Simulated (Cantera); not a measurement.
Input: 1 mol SiF4, 22 mol NO, equilibrated at 1400 Pa.

Method: chemical equilibrium by Gibbs-energy minimisation in Cantera with the NASA 1993 tables (ideal gas, pure condensed phases). Candidate condensed phases: Si, SiO2, Si2N2O, Si3N4; 28 gas species. The tables' values for SiF3 are old estimates; treat these amounts as uncertain. The tables hold silica as quartz up to 1696 K and as liquid above; real silica turns to tridymite and cristobalite and melts near 1996 K. Kinetics and transport are ignored.

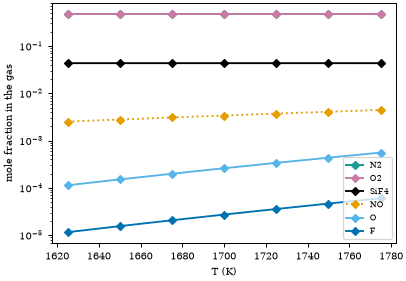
Figure. Equilibrium gas composition (values under 1e-9 drawn at 1e-9)

From 1625 K to 1675 K nothing is condensed. From 1700 K to 1775 K the condensed part is SiO2(condensed). The main Si-bearing gas is SiF4 throughout.
